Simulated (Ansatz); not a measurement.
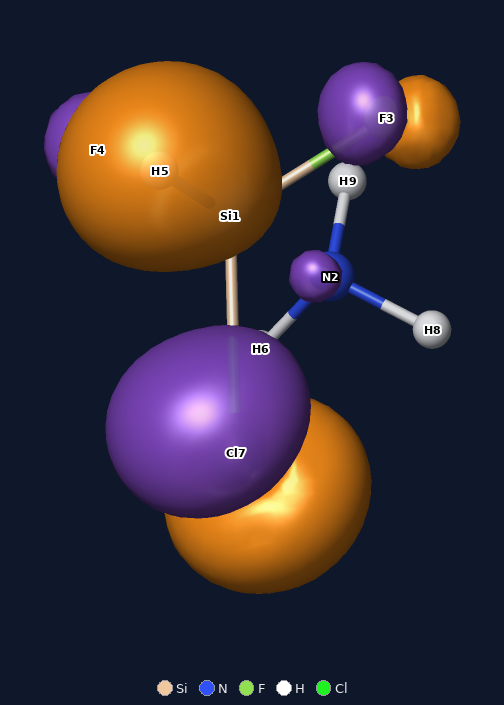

ClF2HSi···NH3. The HOMO at ±0.15 Å⁻³ᐟ² (orange and purple are the two phases), seen at an oblique angle.

The product side of a reaction path; geometry: PBE0-D4/def2-TZVP.

Level of theory: RKS PBE0-D4/def2-TZVPP (Ansatz).

The calculation's input:

```
crystal:
  periodic: [false, false, false]
  atoms:
    - {symbol: Si, position_ang: [-0.945038, -0.088146, -0.063785]}
    - {symbol: N, position_ang: [1.126899, -0.007336, 0.061239]}
    - {symbol: F, position_ang: [-0.605753, -0.691249, -1.521161]}
    - {symbol: F, position_ang: [-0.756998, -1.052335, 1.215938]}
    - {symbol: H, position_ang: [-2.418177, -0.163990, -0.155248]}
    - {symbol: H, position_ang: [1.415280, 0.372843, 0.956060]}
    - {symbol: Cl, position_ang: [-0.835894, 1.989812, 0.216661]}
    - {symbol: H, position_ang: [1.505145, 0.580761, -0.673257]}
    - {symbol: H, position_ang: [1.514735, -0.940361, -0.036446]}
basis:
  gaussian: {orbitals: def2-TZVPP}
hamiltonian: {xc: pbe0, dispersion: d4}
output: {orbitals: {seedname: orbitals}}
```

Command:

```sh
ansatz run in.yaml --threads 4 --pin off --events-out ev --progress --plain --max-ram 9574MiB
```

Q: Where does this orbital lie, and at what energy?

A: It lies mainly on Cl7 (about 45 %), H5 (about 25 %) and Si1 (about 20 %). Its energy is −8.33 eV.
